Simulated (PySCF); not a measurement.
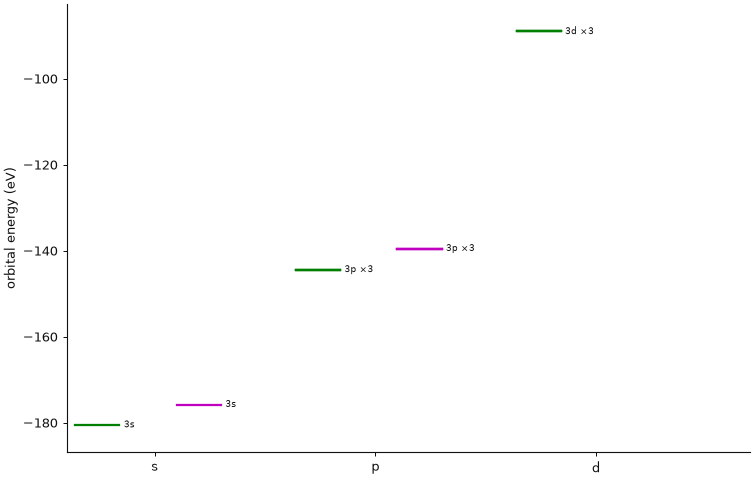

**Figure 1.** Orbital energies of the mean field, from the top down to −180.5 eV, by angular momentum, α spin at the left of each column and β at the right; ×n counts the orbitals under one label. The highest filled orbital is 3d α at −89.0 eV, the lowest empty one d α at −85.3 eV.

Fe⁵⁺: atomic calculation

- system: Fe⁵⁺, configuration 1s2 2s2 2p6 3s2 3p6 3d3, multiplicity 4.
- method: unrestricted r2SCAN, cc-pVTZ-DK, spin-free X2C-1e, Gaussian nucleus (PySCF)

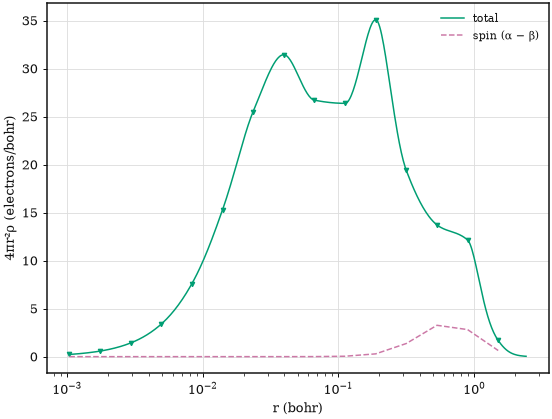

**Figure 2.** Spherically averaged radial density 4πr²ρ of the mean field and its spin part; markers are the stored points, which are sparse, and the line is a monotone interpolation between them. The largest stored value is 35.1 electrons/bohr at r = 0.19 bohr. Root-mean-square radii of the shells: 1s 0.0675, 2p 0.261, 2s 0.289, 3s 0.841, 3p 0.878, 3d 0.942 bohr.

These pictures come from the run below.

**Input**
```python
from pyscf import gto, scf, dft, mp, cc
import basis_set_exchange as bse
mol = gto.M(atom="Fe 0 0 0", charge=5, spin=3, symmetry="D2h",
            basis=gto.basis.parse(bse.get_basis("cc-pVTZ-DK", elements=["Fe"], fmt="nwchem", header=False)),
            nucmod="G")
mf = dft.UKS(mol, xc="R2SCAN").sfx2c1e()
mf.irrep_nelec = {'Ag': (3, 3), 'B1g': (1, 0), 'B2g': (1, 0), 'B3g': (1, 0), 'B1u': (2, 2), 'B2u': (2, 2), 'B3u': (2, 2)}
mf.kernel()
```

The script is an equivalent of what the driver set up; the driver started from orbitals of its own, so the log can be shorter than this script's would be, and it computed the properties (radii, ⟨L²⟩, response) afterwards. It held the occupations shell by shell, which the script's counts by irreducible representation don't always enforce.

Launched within a batch (the task file carries these settings):
```bash
OMP_NUM_THREADS=1 python <driver script> TASK.json OUT
```

**Output (extracts)**
```
damping factor = 0
level_shift factor = 0
DIIS = <class 'pyscf.scf.diis.CDIIS'>
diis_start_cycle = 1
diis_space = 10
diis_damp = 0
SCF conv_tol = 1e-09
SCF conv_tol_grad = None
number electrons alpha = 12  beta = 9
XC functionals = R2SCAN
    J. W. Furness, A. D. Kaplan, J. Ning, J. P. Perdew, and J. Sun.,  J. Phys. Chem. Lett. 11, 8208-8215 (2020)
    J. W. Furness, A. D. Kaplan, J. Ning, J. P. Perdew, and J. Sun.,  J. Phys. Chem. Lett. 11, 9248-9248 (2020)
    J. W. Furness, A. D. Kaplan, J. Ning, J. P. Perdew, and J. Sun.,  J. Phys. Chem. Lett. 11, 8208-8215 (2020)
    J. W. Furness, A. D. Kaplan, J. Ning, J. P. Perdew, and J. Sun.,  J. Phys. Chem. Lett. 11, 9248-9248 (2020)
cycle= 1 E= -1265.77259340156  delta_E= -0.00497  |g|= 0.0114  |ddm|= 0.383
cycle= 2 E= -1265.77260828207  delta_E= -1.49e-05  |g|= 0.00215  |ddm|= 0.0199
cycle= 3 E= -1265.77260884817  delta_E= -5.66e-07  |g|= 0.000905  |ddm|= 0.0134
cycle= 4 E= -1265.77260896748  delta_E= -1.19e-07  |g|= 1.24e-05  |ddm|= 0.00385
cycle= 5 E= -1265.77260896752  delta_E= -3.5e-11  |g|= 1.38e-06  |ddm|= 8.04e-05
converged SCF energy = -1265.77260896752  <S^2> = 3.7509477  2S+1 = 4.0004738
```

**What the run reported**

- outcome: converged
- total energy: −1265.7726 hartree
- ⟨S²⟩: 3.751
- ⟨L²⟩: 12.01
- SCF iterations: 5
- hardware: 1 thread of Arm Neoverse N1, 45 GiB of memory available, shared host
- wall time: 3.6 s

**What is odd here**

This input holds a deliberate oddity: basis of the neutral atom used for a highly charged ion. The program ran to the end. Its numbers are those of this setting; this run alone doesn't show how far the oddity moves them.
